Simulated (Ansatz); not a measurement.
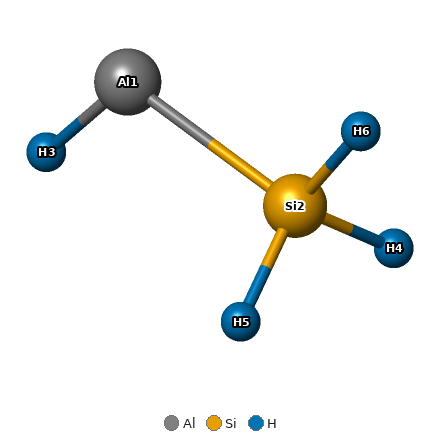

The system is AlH₄Si, SMILES [AlH][SiH3], spin multiplicity 2; the picture shows the reference structure. Coordinates scanned: (1) bond length Si2–H4; (2) angle H5–Si2–H4. Nothing is relaxed (all other coordinates rigid). The scan uses a 13 × 13 grid. All energies are given in kJ/mol relative to the relaxed molecule at the same level. Level of theory: Ansatz, UKS PBE0-D4/def2-TZVP.

Its coordinates:

```xyz
6

Al    0.7282   -1.1069    1.2373
Si   -0.3318    0.6093   -0.1985
H     1.2985   -2.4295    0.5294
H    -1.5307    0.0431   -0.8855
H     0.6143    1.0805   -1.2532
H    -0.7785    1.8036    0.5704
```

Range: bond length Si2–H4 from 1.224 to 2.240 Å; angle H5–Si2–H4 from 82.7 to 132.7°.

> What landscape does the calculation give?

The lowest grid point is at bond length Si2–H4 = 1.478 Å, angle H5–Si2–H4 = 107.7°, 0.20 kJ/mol from the relaxed molecule at the same level. No other kind of well shows on this grid. The highest grid point, bond length Si2–H4 = 2.240 Å, angle H5–Si2–H4 = 132.7°, lies 210 kJ/mol above the lowest. Round the minimum the two coordinates are weakly coupled (coupling 0.05 in units of the two stiffnesses).

| angle H5–Si2–H4 ↓, bond length Si2–H4 → | 1.224 | 1.309 | 1.394 | 1.478 | 1.563 | 1.648 | 1.732 | 1.817 | 1.901 | 1.986 | 2.071 | 2.155 | 2.240 |
| --- | --- | --- | --- | --- | --- | --- | --- | --- | --- | --- | --- | --- | --- |
| 132.7 | 121 | 67 | 40 | 32 | 36 | 49 | 67 | 88 | 112 | 137 | 162 | 186 | 210 |
| 128.5 | 112 | 58 | 31 | 22 | 26 | 39 | 57 | 79 | 102 | 128 | 153 | 178 | 202 |
| 124.3 | 104 | 50 | 23 | 14 | 18 | 31 | 49 | 71 | 94 | 120 | 145 | 170 | 195 |
| 120.2 | 98 | 44 | 17 | 8 | 12 | 25 | 43 | 64 | 88 | 113 | 139 | 164 | 189 |
| 116.0 | 94 | 40 | 13 | 4 | 8 | 20 | 38 | 60 | 83 | 108 | 134 | 160 | 184 |
| 111.8 | 92 | 38 | 10 | 1 | 5 | 17 | 35 | 56 | 80 | 105 | 131 | 156 | 181 |
| 107.7 | 92 | 37 | 9 | 0 | 4 | 16 | 34 | 55 | 78 | 103 | 129 | 154 | 179 |
| 103.5 | 94 | 39 | 11 | 1 | 4 | 16 | 34 | 55 | 78 | 103 | 128 | 153 | 178 |
| 99.3 | 98 | 42 | 14 | 4 | 7 | 19 | 36 | 56 | 79 | 104 | 129 | 154 | 179 |
| 95.2 | 103 | 48 | 19 | 9 | 11 | 23 | 39 | 60 | 82 | 106 | 132 | 156 | 181 |
| 91.0 | 111 | 55 | 26 | 15 | 18 | 28 | 45 | 65 | 87 | 111 | 135 | 160 | 184 |
| 86.8 | 121 | 65 | 35 | 24 | 26 | 36 | 52 | 71 | 93 | 117 | 141 | 165 | 189 |
| 82.7 | 133 | 76 | 46 | 35 | 36 | 46 | 61 | 80 | 101 | 124 | 148 | 171 | 194 |

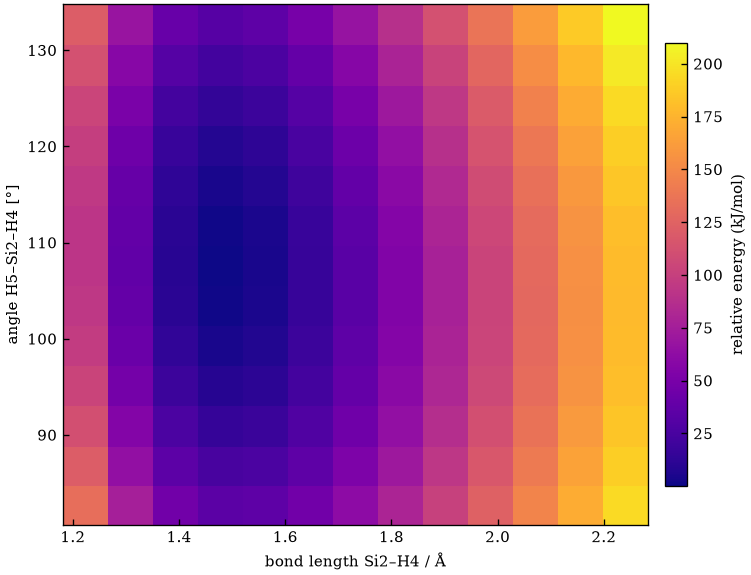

In the figure: one coloured cell a grid point.

Time for the 169 points that were run: 12 min on 1 thread of Intel(R) Xeon(R) Platinum 8259CL CPU @ 2.50GHz (Skylake/Cascade Lake), on a shared host.
